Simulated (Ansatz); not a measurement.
H$_{4}$InNO (SMILES [NH2][InH][OH])

```yaml
atoms:
  - { symbol: N, position_ang: [-0.9361, 0.8058, -1.0137] }
  - { symbol: In, position_ang: [0.0737, 0.0469, 0.6106] }
  - { symbol: O, position_ang: [1.5853, -1.2155, 0.1200] }
  - { symbol: H, position_ang: [-0.9629, 0.2079, -1.8480] }
  - { symbol: H, position_ang: [-1.8901, 1.1381, -0.8313] }
  - { symbol: H, position_ang: [-0.0566, 0.4970, 2.2638] }
  - { symbol: H, position_ang: [1.6184, -1.3470, -0.8468] }
```

Core potentials replace the inner electrons of In.

These are results of RKS PBE-D4/def2-SVP in Ansatz, not measurements.

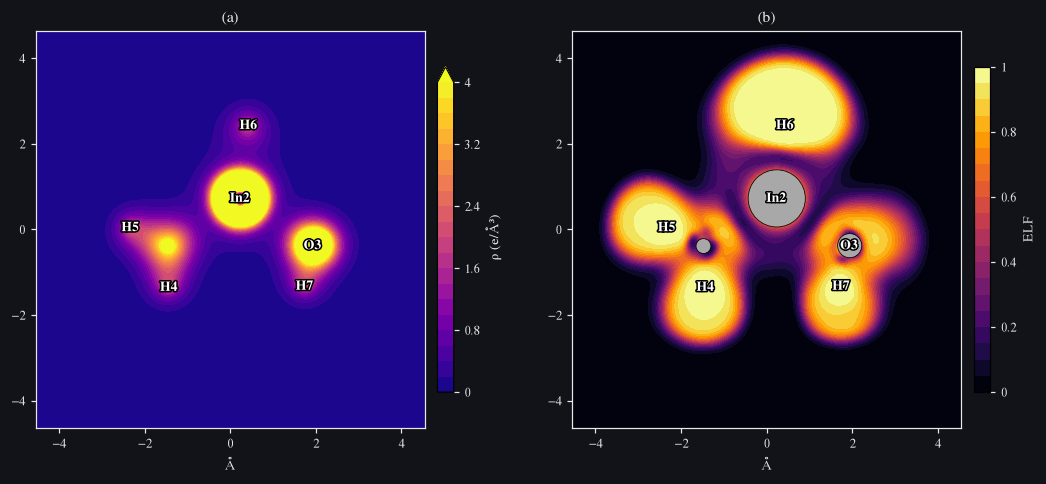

Figure 1. (a) electron density; (b) ELF on the plane of atoms O3, In2 and H6. Grey discs cover the atomic cores in the ELF map.

Q: Interpret the plot.

A: Atoms in the plane: In, O and H.
In–O (2.03 Å): the density is about 0.65 e/Å³ at the midpoint; the ELF peaks at about 0.85 in the valence shell of O, 0.6 Å from its nucleus, and drops to about 0.10 between the two atoms.
O–H (0.98 Å): ρ at the midpoint is about 3.5 e/Å³; the ELF climbs to about 1 towards the hydrogen, as it does in any bond to H; a covalent bond by its length.
In–H (1.72 Å): the density is about 1.2 e/Å³ at the midpoint; the ELF climbs to about 1 towards the hydrogen.
The ELF also peaks beside O3, away from the bonds: lone-pair regions.

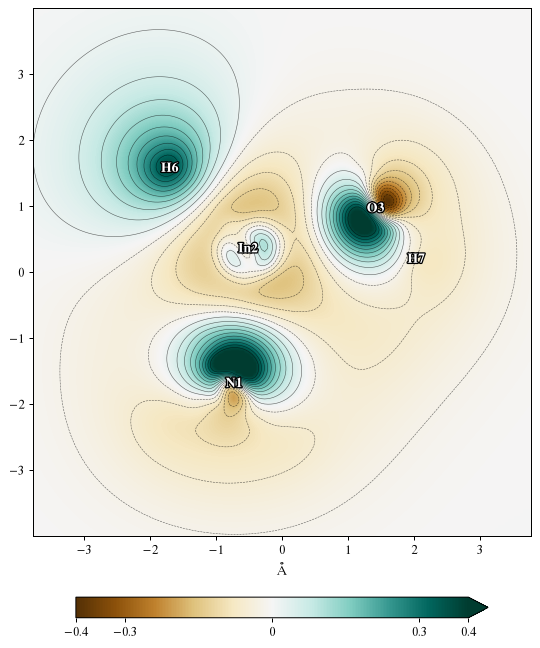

Figure 2. One frontier orbital on the plane of atoms In2, O3 and H7 (values in Å⁻³ᐟ²; the overall sign is arbitrary).

Q: Which orbital is it: HOMO or LUMO?

A: The LUMO, at −1.61 eV. It lies mainly on In2 (about 55 %), N1 (about 15 %), H6 (about 10 %) and O3 (about 10 %).

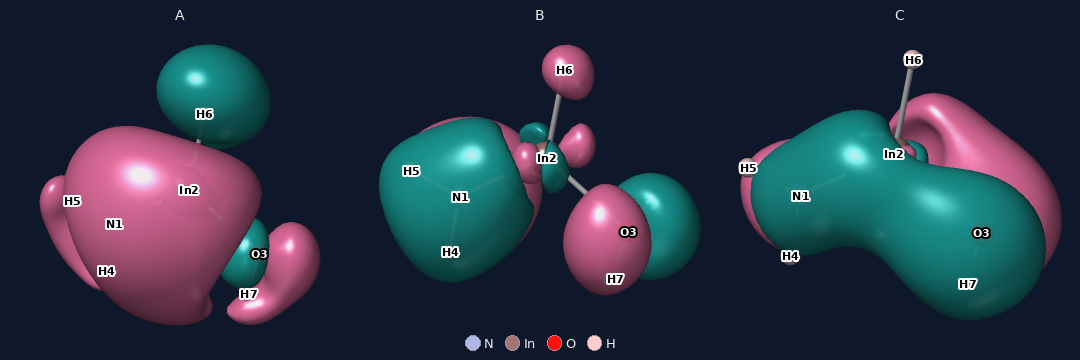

Figure 3. Three frontier orbitals at ±0.06 Å⁻³ᐟ² (teal and pink are the two phases), in no order.

Q: Order the three orbitals by energy and name them.

A: C is the HOMO−1 (−6.26 eV). By Hirshfeld shares it lies mainly on O3 (about 70 %), In2 (about 15 %) and N1 (about 10 %); largely a lone pair of O3. B is the HOMO (−5.57 eV). It lies mainly on N1 (about 60 %), O3 (about 20 %) and In2 (about 10 %). A is the LUMO (−1.61 eV). By Hirshfeld shares it lies mainly on In2 (about 55 %), N1 (about 15 %), H6 (about 10 %) and O3 (about 10 %).

Q: What is the HOMO–LUMO gap?

A: 3.96 eV between the orbital energies.
